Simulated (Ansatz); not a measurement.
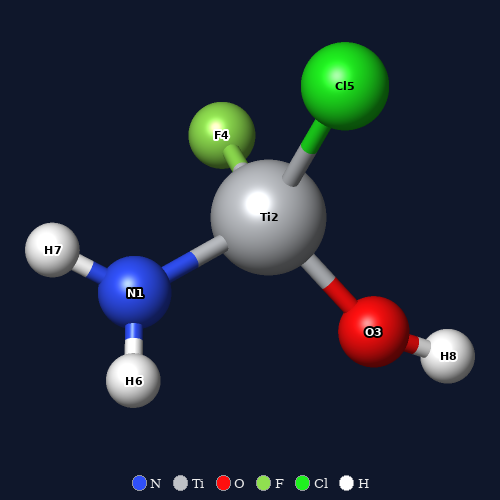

The system is ClFH₃NOTi, SMILES [NH2][Ti]([OH])([F])[Cl]; the picture shows the reference structure. Coordinates scanned: (1) umbrella angle at N1 (between each of its bonds and their common axis; 90 is planar); (2) change of the bonds N1–Ti2, N1–H6, N1–H7, all alike. Nothing is relaxed (all other coordinates rigid). The scan uses a 15 × 15 grid. Points are written as (first, second). Energies: eV, counted from the lowest grid point. Method: RKS SPW92 (LDA)/def2-SVP (Ansatz).

Its coordinates:

```xyz
8

N    -1.0494    0.9027    0.1428
Ti    0.3881   -0.1330   -0.3492
O     0.4958   -1.4273    0.8127
F     0.1511   -0.6673   -1.9838
Cl    2.2205    1.0733   -0.3282
H    -1.5214    0.8539    1.0539
H    -1.4554    1.6376   -0.4508
H     0.8629   -2.2972    1.0469
```

Range: umbrella angle at N1 (between each of its bonds and their common axis; 90 is planar) from 66.0 to 114.0°; change of the bonds N1–Ti2, N1–H6, N1–H7, all alike from −0.143 to 0.221 Å.

**Predict the map.**

The lowest grid point is at (90.0°, 0.013 Å). It is the only kind of minimum in the scanned range. The highest grid point, (66.0°, −0.143 Å), lies 2.09 eV above the lowest. Round the minimum the two coordinates are nearly uncoupled.

```
second ↓, first →  66.0  69.4  72.9  76.3  79.7  83.1  86.6  90.0  93.4  96.9  100.3  103.7  107.1  110.6  114.0
            0.221  1.71  1.71  1.72  1.74  1.76  1.77  1.79  1.79  1.78  1.77   1.75   1.73   1.71   1.69   1.69
            0.195  1.43  1.42  1.42  1.43  1.44  1.45  1.45  1.46  1.45  1.44   1.42   1.41   1.40   1.39   1.40
            0.169  1.16  1.14  1.13  1.13  1.14  1.14  1.14  1.14  1.14  1.13   1.12   1.11   1.11   1.12   1.13
            0.143  0.92  0.89  0.87  0.86  0.86  0.86  0.86  0.86  0.85  0.85   0.84   0.84   0.85   0.86   0.89
            0.117  0.71  0.66  0.64  0.62  0.61  0.60  0.60  0.60  0.60  0.60   0.60   0.60   0.62   0.64   0.68
            0.091  0.53  0.48  0.44  0.41  0.40  0.39  0.38  0.38  0.38  0.38   0.38   0.40   0.42   0.45   0.50
            0.065  0.40  0.33  0.28  0.25  0.23  0.21  0.20  0.20  0.20  0.20   0.21   0.23   0.26   0.31   0.37
            0.039  0.32  0.24  0.18  0.14  0.11  0.09  0.07  0.07  0.07  0.08   0.10   0.12   0.16   0.22   0.29
            0.013  0.29  0.21  0.14  0.08  0.05  0.02  0.01  0.00  0.00  0.01   0.04   0.07   0.12   0.18   0.26
           −0.013  0.34  0.24  0.16  0.10  0.06  0.03  0.01  0.00  0.00  0.02   0.04   0.08   0.14   0.22   0.31
           −0.039  0.47  0.36  0.27  0.20  0.15  0.11  0.09  0.08  0.09  0.10   0.14   0.18   0.25   0.33   0.44
           −0.065  0.69  0.57  0.47  0.39  0.33  0.29  0.27  0.26  0.26  0.29   0.32   0.37   0.45   0.54   0.66
           −0.091  1.02  0.89  0.78  0.69  0.63  0.58  0.56  0.55  0.55  0.58   0.62   0.68   0.76   0.86   1.00
           −0.117  1.48  1.34  1.22  1.12  1.05  1.00  0.97  0.96  0.97  1.00   1.04   1.11   1.20   1.31   1.46
           −0.143  2.09  1.93  1.80  1.70  1.62  1.57  1.54  1.52  1.53  1.56   1.61   1.69   1.78   1.91   2.06
```

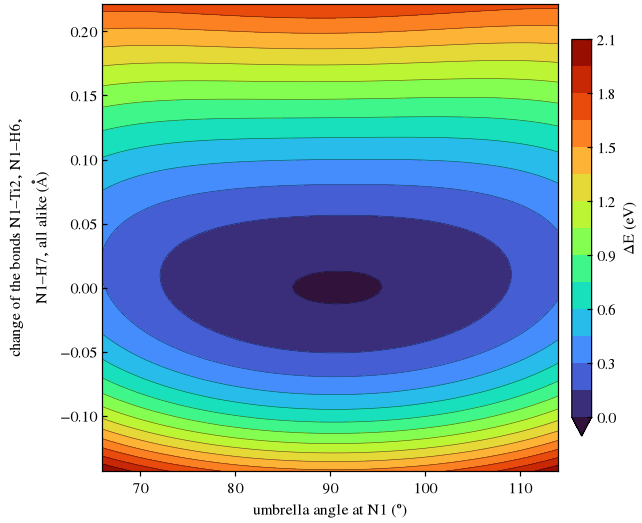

The picture shows filled contours. Between grid points the surface is interpolated.

Each point was launched as `ansatz run input.yaml --threads 1 --pin off --max-ram 2560MiB --backend cpu --events-out ev --progress --plain --runs-dir out`. Time for the 225 points that were run: 12 min on 1 thread of Intel(R) Xeon(R) Platinum 8259CL CPU @ 2.50GHz (Skylake/Cascade Lake), with other jobs on the host.
